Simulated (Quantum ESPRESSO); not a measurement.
# Collinear magnetic orders of CuO (Tenorite) with Quantum ESPRESSO, part 2 of 3

Does CuO (Tenorite) prefer parallel or opposed moments, or none?

Quantum ESPRESSO 7.5; PBE with U = 6 eV on Cu d (ortho-atomic projectors); plane waves with GBRV 1.5 PBE potentials, no spin-orbit coupling.

So far, absolute magnetization (μB): step 2 (start 1: ferro ++) 2.09.

**3. Start 2: antiferro +−**

pw.in reads:

```
&CONTROL
  calculation = 'scf'
  prefix = 'pwscf'
  outdir = './tmp'
  pseudo_dir = './pseudo'
  disk_io = 'nowf'
/
&SYSTEM
  ibrav = 0
  celldm(1) = 8
  nat = 4
  ntyp = 3
  ecutwfc = 40
  ecutrho = 280
  nbnd = 34
  occupations = 'smearing'
  smearing = 'fd'
  degauss = 0.00367493
  nspin = 2
  starting_magnetization(1) = 0.0526
  starting_magnetization(2) = -0.0526
  starting_magnetization(3) = 0
/
&ELECTRONS
  conv_thr = 8d-09
  electron_maxstep = 150
  mixing_beta = 0.3
/
ATOMIC_SPECIES
Cu1    63.5460 cu_pbe_v1.2.uspp.F.UPF
Cu2    63.5460 cu_pbe_v1.2.uspp.F.UPF
O      15.9990 o_pbe_v1.2.uspp.F.UPF
CELL_PARAMETERS alat
   0.5531818906194   -0.4042360396340    0.0000000000000
   0.5531818906194    0.4042360396340    0.0000000000000
  -0.2007898793840    0.0000000000000    1.1947484912637
ATOMIC_POSITIONS crystal
Cu1     0.0000000000    0.5000000000    0.0000000000
Cu2     0.5000000000    0.0000000000    0.5000000000
O       0.5816000000    0.4184000000    0.2500000000
O       0.4184000000    0.5816000000    0.7500000000
K_POINTS automatic
8 8 8 0 0 0
HUBBARD {ortho-atomic}
U Cu1-3d 6.0000
U Cu2-3d 6.0000
```

Started as:

```
OMP_NUM_THREADS=1 mpirun -n 4 pw.x -nk 4 -in pw.in > pw.out
```

Output:

```text
[banner, memory and clock lines left out]
Program PWSCF v.7.5 starts

     Message from routine setup:
     using ibrav=0 with symmetry is DISCOURAGED, use correct ibrav instead

     bravais-lattice index     =            0
     lattice parameter (alat)  =       8.0000  a.u.
     unit-cell volume          =     273.5769 (a.u.)^3
     number of atoms/cell      =            4
     number of atomic types    =            3
     number of electrons       =        50.00
     number of Kohn-Sham states=           34
     kinetic-energy cutoff     =      40.0000  Ry
     charge density cutoff     =     280.0000  Ry
     scf convergence threshold =      8.0E-09
     mixing beta               =       0.3000
     number of iterations used =            8  plain     mixing
     Exchange-correlation= SLA  PW   PBE  PBE
                           (   1   4   3   4   0   0   0)
     Hubbard projectors: ortho-atomic
     Hubbard parameters of DFT+U (Dudarev formulation) in eV:
     U(Cu1-3d) =  6.0000
     U(Cu2-3d) =  6.0000

     Internal variables: lda_plus_u =T, lda_plus_u_kind = 0

     Internal variables: orbital_resolved =F, hub_pot_fix =F, apply_U = F

     celldm(1)=   8.000000  celldm(2)=   0.000000  celldm(3)=   0.000000
     celldm(4)=   0.000000  celldm(5)=   0.000000  celldm(6)=   0.000000

     crystal axes: (cart. coord. in units of alat)
               a(1) = (   0.553182  -0.404236   0.000000 )
               a(2) = (   0.553182   0.404236   0.000000 )
               a(3) = (  -0.200790   0.000000   1.194748 )

     reciprocal axes: (cart. coord. in units 2 pi/alat)
               b(1) = (  0.903862 -1.236901  0.151903 )
               b(2) = (  0.903862  1.236901  0.151903 )
               b(3) = ( -0.000000  0.000000  0.836996 )

     PseudoPot. # 1 for Cu read from file:
     cu_pbe_v1.2.uspp.F.UPF
     Pseudo is Ultrasoft + core correction, Zval = 19.0

     PseudoPot. # 2 for Cu read from file:
     cu_pbe_v1.2.uspp.F.UPF
     Pseudo is Ultrasoft + core correction, Zval = 19.0

     PseudoPot. # 3 for O  read from file:
     o_pbe_v1.2.uspp.F.UPF
     Pseudo is Ultrasoft + core correction, Zval =  6.0

     atomic species   valence    mass     pseudopotential
     Cu1              19.00    63.54600     Cu( 1.00)
     Cu2              19.00    63.54600     Cu( 1.00)
     O                 6.00    15.99900     O ( 1.00)

     Starting magnetic structure
     atomic species   magnetization
     Cu1             0.053
     Cu2            -0.053
     O               0.000

      2 Sym. Ops., with inversion, found

   Cartesian axes

     site n.     atom                  positions (alat units)
         1        Cu1    tau(   1) = (   0.2765909   0.2021180   0.0000000  )
         2        Cu2    tau(   2) = (   0.1761960  -0.2021180   0.5973742  )
         3        O      tau(   3) = (   0.5029844  -0.0659713   0.2986871  )
         4        O      tau(   4) = (   0.4025895   0.0659713   0.8960614  )

     number of k points=   260  Fermi-Dirac smearing, width (Ry)=  0.0037

     Number of k-points >= 100: set verbosity='high' to print them.

     Dense  grid:    21647 G-vectors     FFT dimensions: (  30,  30,  54)

     Smooth grid:     9325 G-vectors     FFT dimensions: (  24,  24,  40)

     Check: negative core charge=   -0.000003
     Generating pointlists ...
     new r_m :   0.1901 (alat units)  1.5207 (a.u.) for type    1
     new r_m :   0.1901 (alat units)  1.5207 (a.u.) for type    2
     new r_m :   0.1901 (alat units)  1.5207 (a.u.) for type    3

     Initial potential from superposition of free atoms

     starting charge      48.0000, renormalised to      50.0000

     STARTING HUBBARD OCCUPATIONS:

     =================== HUBBARD OCCUPATIONS ===================
     ------------------------ ATOM    1 ------------------------
     Tr[ns(  1)] (up, down, total) =   5.00000  3.00000  8.00000
     Atomic magnetic moment for atom   1 =   2.00000
     [... lines left out ...]
     ------------------------ ATOM    2 ------------------------
     Tr[ns(  2)] (up, down, total) =   3.00000  5.00000  8.00000
     Atomic magnetic moment for atom   2 =  -2.00000
     [... lines left out ...]
     Number of occupied Hubbard levels =   16.0000

     Atomic wfc used for Hubbard projectors are orthogonalized

     Starting wfcs are   34 randomized atomic wfcs

     Self-consistent Calculation

     iteration #  1     ecut=    40.00 Ry     beta= 0.30
     Davidson diagonalization with overlap
     ethr =  1.00E-02,  avg # of iterations =  4.3

     =================== HUBBARD OCCUPATIONS ===================
     ------------------------ ATOM    1 ------------------------
     Tr[ns(  1)] (up, down, total) =   4.77477  3.76529  8.54006
     Atomic magnetic moment for atom   1 =   1.00949
     [... lines left out ...]
     ------------------------ ATOM    2 ------------------------
     Tr[ns(  2)] (up, down, total) =   3.76500  4.77474  8.53975
     Atomic magnetic moment for atom   2 =  -1.00974
     [... lines left out ...]
     Number of occupied Hubbard levels =   17.0798

     total energy              =    -870.82706956 Ry
     estimated scf accuracy    <       3.45304099 Ry

     total magnetization       =    -0.00 Bohr mag/cell
     absolute magnetization    =     2.36 Bohr mag/cell

     iteration #  2     ecut=    40.00 Ry     beta= 0.30
     Davidson diagonalization with overlap
     ethr =  6.91E-03,  avg # of iterations =  2.0

     total energy              =    -871.73318574 Ry
     estimated scf accuracy    <       0.60276843 Ry

     total magnetization       =     0.00 Bohr mag/cell
     absolute magnetization    =     1.37 Bohr mag/cell

     [... further iterations left out ...]

     iteration # 13     ecut=    40.00 Ry     beta= 0.30
     Davidson diagonalization with overlap
     ethr =  1.18E-10,  avg # of iterations =  2.0

     total energy              =    -871.81929714 Ry
     estimated scf accuracy    <       0.00000001 Ry

     total magnetization       =    -0.00 Bohr mag/cell
     absolute magnetization    =     1.67 Bohr mag/cell

     iteration # 14     ecut=    40.00 Ry     beta= 0.30
     Davidson diagonalization with overlap
     ethr =  2.16E-11,  avg # of iterations =  1.9

     Magnetic moment per site  (integrated on atomic sphere of radius R)
     atom   1 (R=0.190)  charge= 16.4351  magn=  0.6456
     atom   2 (R=0.190)  charge= 16.4351  magn= -0.6456
     atom   3 (R=0.190)  charge=  5.3742  magn= -0.0000
     atom   4 (R=0.190)  charge=  5.3742  magn= -0.0000

     End of self-consistent calculation

     =================== HUBBARD OCCUPATIONS ===================
     ------------------------ ATOM    1 ------------------------
     Tr[ns(  1)] (up, down, total) =   4.92303  4.28924  9.21227
     Atomic magnetic moment for atom   1 =   0.63380
     [... lines left out ...]
     ------------------------ ATOM    2 ------------------------
     Tr[ns(  2)] (up, down, total) =   4.28924  4.92304  9.21228
     Atomic magnetic moment for atom   2 =  -0.63380
     [... lines left out ...]
     Number of occupied Hubbard levels =   18.4245

     Number of k-points >= 100: set verbosity='high' to print the bands.

     the Fermi energy is    11.8107 ev

!    total energy              =    -871.81929718 Ry
     estimated scf accuracy    <          6.8E-09 Ry
     smearing contrib. (-TS)   =      -0.00000013 Ry
     internal energy E=F+TS    =    -871.81929705 Ry

     The total energy is F=E-TS. E is the sum of the following terms:
     one-electron contribution =    -620.45912777 Ry
     hartree contribution      =     337.91483416 Ry
     xc contribution           =     -92.27176714 Ry
     ewald contribution        =    -497.16893300 Ry
     Hubbard energy            =       0.16569671 Ry

     total magnetization       =     0.00 Bohr mag/cell
     absolute magnetization    =     1.67 Bohr mag/cell

     convergence has been achieved in  14 iterations
```

It took 49 s on 4 MPI ranks of AMD EPYC 9R45, shared host; peak memory 0.76 GiB.

Spin moment in the atom's sphere by atom:

```tsv
atom	spin moment in the atom's sphere (μB)
Cu1	0.646
Cu2	-0.646
O3	0.000
O4	0.000
```

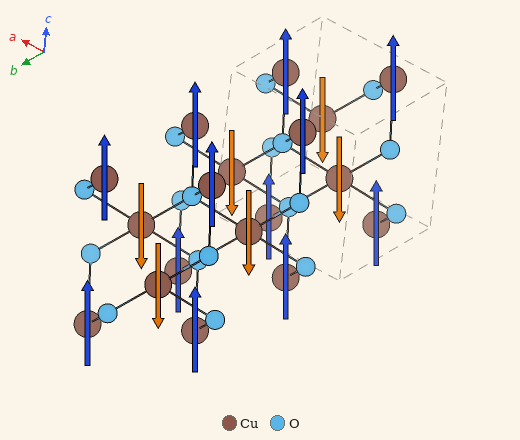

Spin moment in the atom's sphere as arrows, the longest 0.646 μB. Up and down stand for the sign. Arrows give size and sign along the axis of quantisation, drawn up and down the page. The two directions have two colours. 1×3×1 conventional cells are drawn. Some periodic images of atoms are drawn too.

Numbers from this step:

```yaml
smearing_term_ts: 1.78e-6 eV
magnetization: 0 μB
absolute_magnetization: 1.665 μB
final_state: antiferromagnetic
```

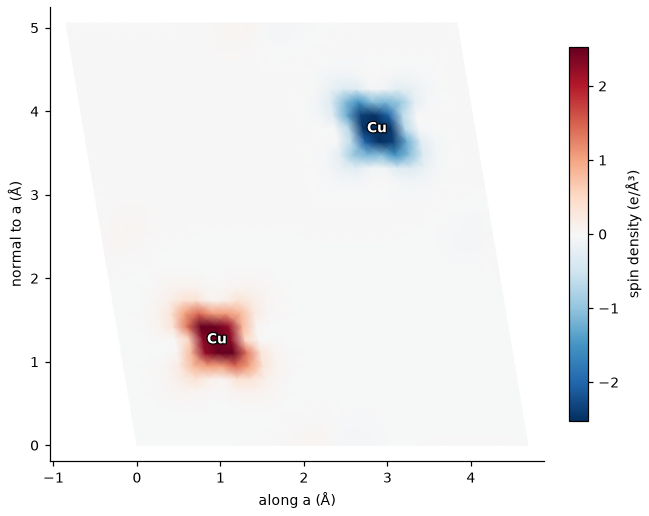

Spin density in the ac plane of the conventional cell at fractional y = 0.250, with atoms of Cu within 0.2 Å of it. The map starts off the cell's origin, so that atoms lie inside it.

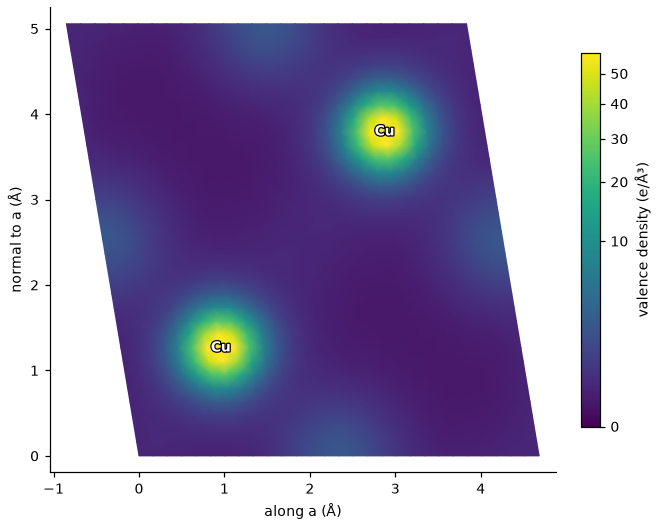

Valence density in the ac plane of the conventional cell at fractional y = 0.250, with atoms of Cu within 0.2 Å of it. It is the smooth field of the valence electrons, not physical close to the nuclei. The map starts off the cell's origin, so that atoms lie inside it. The colour scale is stretched toward low values.

**4. Run 3 (antiferro q=(0,1/2,1/2) +−+−)**

The cell is doubled to 8 atoms to hold this order. The wavevector q is in fractions of the reciprocal vectors of the crystal's primitive cell, as the cells of these inputs are built from it; moments change sign between cells as cos(2π q·R).

pw.in reads:

```
&CONTROL
  calculation = 'scf'
  prefix = 'pwscf'
  outdir = './tmp'
  pseudo_dir = './pseudo'
  disk_io = 'nowf'
/
&SYSTEM
  ibrav = 0
  celldm(1) = 8
  nat = 8
  ntyp = 3
  ecutwfc = 40
  ecutrho = 280
  nbnd = 64
  occupations = 'smearing'
  smearing = 'fd'
  degauss = 0.00367493
  nspin = 2
  starting_magnetization(1) = 0.0526
  starting_magnetization(2) = -0.0526
  starting_magnetization(3) = 0
/
&ELECTRONS
  conv_thr = 1.6d-08
  electron_maxstep = 150
  mixing_beta = 0.3
/
ATOMIC_SPECIES
Cu1    63.5460 cu_pbe_v1.2.uspp.F.UPF
Cu2    63.5460 cu_pbe_v1.2.uspp.F.UPF
O      15.9990 o_pbe_v1.2.uspp.F.UPF
CELL_PARAMETERS alat
   0.5531818906194   -0.4042360396340    0.0000000000000
   1.1063637812387    0.8084720792680    0.0000000000000
   0.3523920112353    0.4042360396340    1.1947484912637
ATOMIC_POSITIONS crystal
Cu1     0.0000000000    0.2500000000    0.0000000000
Cu2     0.0000000000    0.7500000000    0.0000000000
Cu1     0.5000000000    0.7500000000    0.5000000000
Cu2     0.5000000000    0.2500000000    0.5000000000
O       0.5816000000    0.0842000000    0.2500000000
O       0.5816000000    0.5842000000    0.2500000000
O       0.4184000000    0.9158000000    0.7500000000
O       0.4184000000    0.4158000000    0.7500000000
K_POINTS automatic
8 4 8 0 0 0
HUBBARD {ortho-atomic}
U Cu1-3d 6.0000
U Cu2-3d 6.0000
```

Output:

```text
     [... lines left out ...]
Program PWSCF v.7.5 starts
     [... lines left out ...]
     number of atoms/cell      =            8
     [... lines left out ...]
     number of electrons       =       100.00
     number of Kohn-Sham states=           64
     kinetic-energy cutoff     =      40.0000  Ry
     charge density cutoff     =     280.0000  Ry
     scf convergence threshold =      1.6E-08
     [... lines left out ...]
      2 Sym. Ops., with inversion, found ( 1 have fractional translation)
     [... lines left out ...]
     number of k points=   132  Fermi-Dirac smearing, width (Ry)=  0.0037
     [... lines left out ...]
     iteration # 16     ecut=    40.00 Ry     beta= 0.30
     [... lines left out ...]
     Magnetic moment per site  (integrated on atomic sphere of radius R)
     atom   1 (R=0.190)  charge= 16.4299  magn=  0.6844
     atom   2 (R=0.190)  charge= 16.4299  magn= -0.6844
     atom   3 (R=0.190)  charge= 16.4281  magn=  0.6854
     atom   4 (R=0.190)  charge= 16.4281  magn= -0.6854
     atom   5 (R=0.190)  charge=  5.3780  magn=  0.1314
     atom   6 (R=0.190)  charge=  5.3780  magn= -0.1314
     atom   7 (R=0.190)  charge=  5.3780  magn= -0.1314
     atom   8 (R=0.190)  charge=  5.3780  magn=  0.1314
     [... lines left out ...]
     Tr[ns(  1)] (up, down, total) =   4.93304  4.26708  9.20012
     [... lines left out ...]
     Tr[ns(  2)] (up, down, total) =   4.26707  4.93304  9.20011
     [... lines left out ...]
     Tr[ns(  3)] (up, down, total) =   4.93182  4.26523  9.19705
     [... lines left out ...]
     Tr[ns(  4)] (up, down, total) =   4.26524  4.93182  9.19705
     [... lines left out ...]
     the Fermi energy is    11.8249 ev
!    total energy              =   -1743.62546515 Ry
     estimated scf accuracy    <          7.5E-09 Ry
     smearing contrib. (-TS)   =      -0.00000192 Ry
     [... lines left out ...]
     total magnetization       =    -0.00 Bohr mag/cell
     absolute magnetization    =     3.64 Bohr mag/cell
     convergence has been achieved in  16 iterations
```

Run time: 2.4 min. Hardware: 4 MPI ranks; peak memory 1.3 GiB; 9.6 min of CPU time.

Spin moment in the atom's sphere by atom:

```tsv
atom	spin moment in the atom's sphere (μB)
Cu1	0.684
Cu2	-0.684
Cu3	0.685
Cu4	-0.685
O5	0.131
O6	-0.131
O7	-0.131
O8	0.131
```

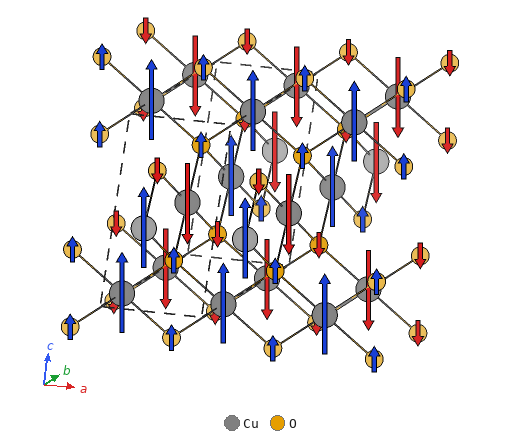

Spin moment in the atom's sphere as arrows, the longest 0.685 μB. Up and down stand for the sign. Arrows give size and sign along the axis of quantisation, drawn up and down the page. Each arrow also spans its atom, so small moments look longer than they are. The two directions have two colours. 2×1×1 cells are drawn. Some periodic images of atoms are drawn too.

Read from the output:

| Property | Result |
| --- | --- |
| smearing term TS | 2.61e-5 eV |
| magnetization | 0 μB |
| absolute magnetization | 3.637 μB |
| final state | antiferromagnetic |

**5. Start 4: antiferro q=(1/2,1/2,0) +−+−**

This order needs a doubled cell of 8 atoms.

pw.in reads:

```
&CONTROL
  calculation = 'scf'
  prefix = 'pwscf'
  outdir = './tmp'
  pseudo_dir = './pseudo'
  disk_io = 'nowf'
/
&SYSTEM
  ibrav = 0
  celldm(1) = 8
  nat = 8
  ntyp = 3
  ecutwfc = 40
  ecutrho = 280
  nbnd = 64
  occupations = 'smearing'
  smearing = 'fd'
  degauss = 0.00367493
  nspin = 2
  starting_magnetization(1) = 0.0526
  starting_magnetization(2) = -0.0526
  starting_magnetization(3) = 0
/
&ELECTRONS
  conv_thr = 1.6d-08
  electron_maxstep = 150
  mixing_beta = 0.3
/
ATOMIC_SPECIES
Cu1    63.5460 cu_pbe_v1.2.uspp.F.UPF
Cu2    63.5460 cu_pbe_v1.2.uspp.F.UPF
O      15.9990 o_pbe_v1.2.uspp.F.UPF
CELL_PARAMETERS alat
   1.1063637812387   -0.8084720792680    0.0000000000000
   1.1063637812387    0.0000000000000    0.0000000000000
  -0.2007898793840    0.0000000000000    1.1947484912637
ATOMIC_POSITIONS crystal
Cu1     0.7500000000    0.5000000000    0.0000000000
Cu2     0.2500000000    0.5000000000    0.0000000000
Cu1     0.2500000000    0.0000000000    0.5000000000
Cu2     0.7500000000    0.0000000000    0.5000000000
O       0.0816000000    0.4184000000    0.2500000000
O       0.5816000000    0.4184000000    0.2500000000
O       0.9184000000    0.5816000000    0.7500000000
O       0.4184000000    0.5816000000    0.7500000000
K_POINTS automatic
4 8 8 0 0 0
HUBBARD {ortho-atomic}
U Cu1-3d 6.0000
U Cu2-3d 6.0000
```

Output:

```text
     [... lines left out ...]
Program PWSCF v.7.5 starts
     [... lines left out ...]
     number of atoms/cell      =            8
     [... lines left out ...]
     number of electrons       =       100.00
     number of Kohn-Sham states=           64
     kinetic-energy cutoff     =      40.0000  Ry
     charge density cutoff     =     280.0000  Ry
     scf convergence threshold =      1.6E-08
     [... lines left out ...]
      4 Sym. Ops., with inversion, found ( 3 have fractional translation)
     [... lines left out ...]
     number of k points=    86  Fermi-Dirac smearing, width (Ry)=  0.0037
     [... lines left out ...]
     iteration # 15     ecut=    40.00 Ry     beta= 0.30
     [... lines left out ...]
     Magnetic moment per site  (integrated on atomic sphere of radius R)
     atom   1 (R=0.190)  charge= 16.4373  magn=  0.6492
     atom   2 (R=0.190)  charge= 16.4373  magn= -0.6492
     atom   3 (R=0.190)  charge= 16.4372  magn=  0.6492
     atom   4 (R=0.190)  charge= 16.4372  magn= -0.6492
     atom   5 (R=0.190)  charge=  5.3724  magn= -0.0000
     atom   6 (R=0.190)  charge=  5.3724  magn= -0.0000
     atom   7 (R=0.190)  charge=  5.3724  magn= -0.0000
     atom   8 (R=0.190)  charge=  5.3724  magn= -0.0000
     [... lines left out ...]
     Tr[ns(  1)] (up, down, total) =   4.92480  4.28975  9.21455
     [... lines left out ...]
     Tr[ns(  2)] (up, down, total) =   4.28975  4.92480  9.21455
     [... lines left out ...]
     Tr[ns(  3)] (up, down, total) =   4.92480  4.28975  9.21455
     [... lines left out ...]
     Tr[ns(  4)] (up, down, total) =   4.28975  4.92480  9.21455
     [... lines left out ...]
     the Fermi energy is    11.8722 ev
!    total energy              =   -1743.64064911 Ry
     estimated scf accuracy    <          6.8E-09 Ry
     smearing contrib. (-TS)   =      -0.00000006 Ry
     [... lines left out ...]
     total magnetization       =     0.00 Bohr mag/cell
     absolute magnetization    =     3.33 Bohr mag/cell
     convergence has been achieved in  15 iterations
```

Run time: 99 s. Hardware: 4 MPI ranks; peak memory 1 GiB.

Numbers from this step:

* smearing term TS: 7.59e-7 eV
* magnetization: 0 μB
* absolute magnetization: 3.326 μB
* final state: antiferromagnetic
* largest moment: 0.6492 μB

**6. Start 5: antiferro q=(1/2,1/2,0) +−−+**

This order needs a doubled cell of 8 atoms.

pw.in, as its differences from that of step 5:

```diff
@@ -39,4 +39,4 @@
 Cu2     0.2500000000    0.5000000000    0.0000000000
-Cu1     0.2500000000    0.0000000000    0.5000000000
-Cu2     0.7500000000    0.0000000000    0.5000000000
+Cu2     0.2500000000    0.0000000000    0.5000000000
+Cu1     0.7500000000    0.0000000000    0.5000000000
 O       0.0816000000    0.4184000000    0.2500000000
```

Output:

```text
     [... lines left out ...]
Program PWSCF v.7.5 starts
     [... lines left out ...]
     number of atoms/cell      =            8
     [... lines left out ...]
     number of electrons       =       100.00
     number of Kohn-Sham states=           64
     kinetic-energy cutoff     =      40.0000  Ry
     charge density cutoff     =     280.0000  Ry
     scf convergence threshold =      1.6E-08
     [... lines left out ...]
      4 Sym. Ops., with inversion, found ( 3 have fractional translation)
     [... lines left out ...]
     number of k points=    86  Fermi-Dirac smearing, width (Ry)=  0.0037
     [... lines left out ...]
     iteration # 16     ecut=    40.00 Ry     beta= 0.30
     [... lines left out ...]
     Magnetic moment per site  (integrated on atomic sphere of radius R)
     atom   1 (R=0.190)  charge= 16.4288  magn=  0.6891
     atom   2 (R=0.190)  charge= 16.4288  magn= -0.6891
     atom   3 (R=0.190)  charge= 16.4288  magn= -0.6891
     atom   4 (R=0.190)  charge= 16.4288  magn=  0.6891
     atom   5 (R=0.190)  charge=  5.3785  magn=  0.0107
     atom   6 (R=0.190)  charge=  5.3785  magn= -0.0107
     atom   7 (R=0.190)  charge=  5.3785  magn= -0.0107
     atom   8 (R=0.190)  charge=  5.3785  magn=  0.0107
     [... lines left out ...]
     Tr[ns(  1)] (up, down, total) =   4.93331  4.26446  9.19777
     [... lines left out ...]
     Tr[ns(  2)] (up, down, total) =   4.26446  4.93331  9.19777
     [... lines left out ...]
     Tr[ns(  3)] (up, down, total) =   4.26446  4.93331  9.19777
     [... lines left out ...]
     Tr[ns(  4)] (up, down, total) =   4.93331  4.26446  9.19777
     [... lines left out ...]
     the Fermi energy is    11.9424 ev
!    total energy              =   -1743.62379238 Ry
     estimated scf accuracy    <          3.1E-09 Ry
     smearing contrib. (-TS)   =      -0.00001034 Ry
     [... lines left out ...]
     total magnetization       =    -0.00 Bohr mag/cell
     absolute magnetization    =     3.49 Bohr mag/cell
     convergence has been achieved in  16 iterations
```

Elapsed: 1.7 min, on 4 MPI ranks; peak memory 1 GiB.

Numbers from this step:

```
smearing term TS       : 1.41e-4 eV
magnetization          : 0 μB
absolute magnetization : 3.491 μB
final state            : antiferromagnetic
largest moment         : 0.6891 μB
```

[end of part 2 of 3]

[Logs and program files are shortened in this print: banners, set-up blocks, solver, clock and traceback lines can be left out without a mark of their own.]

[Logs are printed without paths, hosts, clocks, repeated set-up lines and the standing remarks that a program may print on its own settings, such as how far it seeks lower states.]

[Hosts, paths, dates, database ids (printed as entryN), source tags and the programs' standing remarks are cut or masked in the printed files.]

[Where a cell is said to come from a database of computed structures, the database is the Materials Project.]
